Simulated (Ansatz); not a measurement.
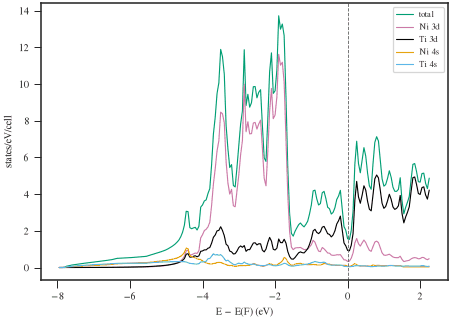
Figure. Total and projected density of states of TiNi in space group Cmcm (No. 63; Ti on 4c, Ni on 4c), plane-wave PAW PBEsol (Ansatz code)

Q: Which orbitals carry the states next to the Fermi level?

A: Within 0.5 eV of the Fermi level: Ti 3d 65 %, Ni 3d 22 %, outside the projected shells 8 %. Projections are on Löwdin-orthogonalised atomic valence shells; empty p or d shells of many metals are not among them.

Q: Where is the tallest occupied peak in this window, and what makes it?

A: Near -1.9 eV, about 14 states/eV per cell; the largest projected share is Ni 3d.

The start of the workflow was typed in or built on a structure type; neither database checked (COD, Materials Project) lists it. COD files the formula under space group No. 11, 147. Whether it is the stable phase at ambient conditions was not checked. Symmetry was held in the PBEsol relaxation; whether a distortion lowers the energy is not shown. The workflow began spin-polarised and lost its moments.

Potentials: the later of the program's two PAW sets.
